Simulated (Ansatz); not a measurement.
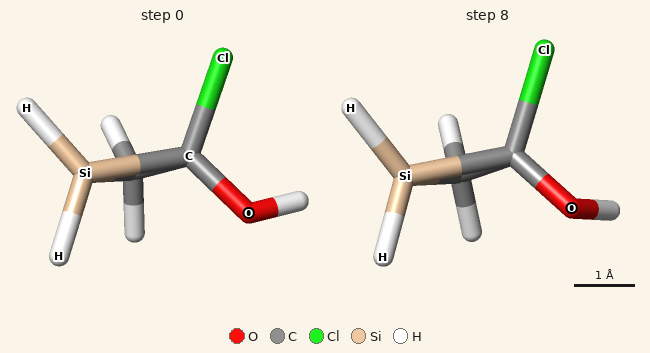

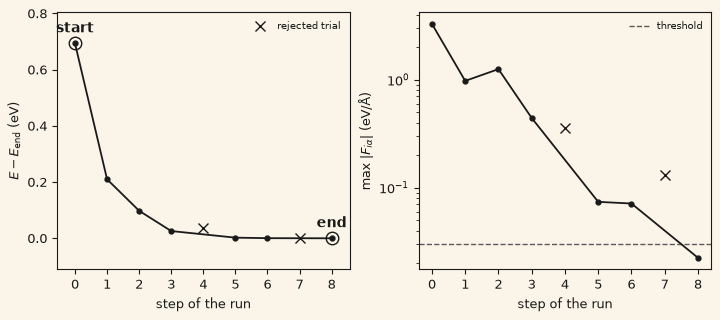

First and last geometry of a relaxation of C2H5ClOSi (coarse preliminary run), with the history of the run. A stick model, seen face on.

The start comes from a force field.

All numbers below come from RKS PBE-D4/def2-SVP (Ansatz 0.2.0). Set-up: force threshold 0.03 eV/Å; at most 200 steps.

What do the curves and the structures tell?

It converged. The largest move after the best rigid fit is that of an H atom, 0.35 Å. Largest moves by element: H 0.35 Å, O 0.20 Å, Cl 0.15 Å, Si 0.15 Å, C 0.09 Å. Among the contacts that change: C–Cl 1.730 → 1.834 Å, C–C 1.455 → 1.537 Å, H–O 0.924 → 0.982 Å, C–H 1.053 → 1.103 Å. Among the angles between lasting bonds that change: C–Si–H 105.0° → 119.0°, C–Si–H 108.3° → 117.5°, C–O–H 115.1° → 107.4°. Groups turn about C–O by about 35°. Over 6 accepted moves (8 points after the start) the energy falls by 0.694 eV. The largest force component goes from 3.3 to 0.022 eV/Å. The line search rejected the trial steps at points 4, 7 of the run. The run took 12 s on 4 threads of Arm Neoverse V1, on a shared host.
